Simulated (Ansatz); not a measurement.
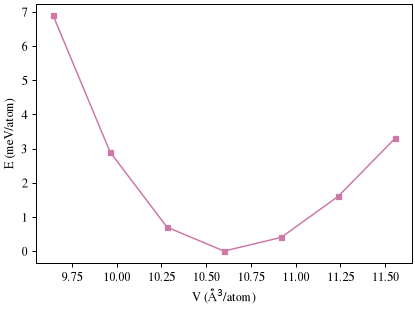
Figure: BC3 in space group P6/mmm (No. 191; B on 2c, C on 6l) under volume change, PBE+D3(BJ) in the plane-wave PAW code Ansatz, shape and atoms relaxed at each volume.

What does a third-order Birch–Murnaghan fit give for V₀, B₀ and B′?

V₀ = 10.64 Å³/atom, B₀ = 17.3 GPa, B′ = 9.0.

The start of the workflow was typed in or built on a structure type; neither database checked (COD, Materials Project) lists it. Whether it is the stable phase at ambient conditions was not checked. The PBE+D3(BJ) relaxation kept the symmetry of its start; whether a distortion lowers the energy is not shown. Its formation energy is positive at this level, so the cell may be metastable or incomplete.

Potentials: the earlier of the program's two PAW sets.
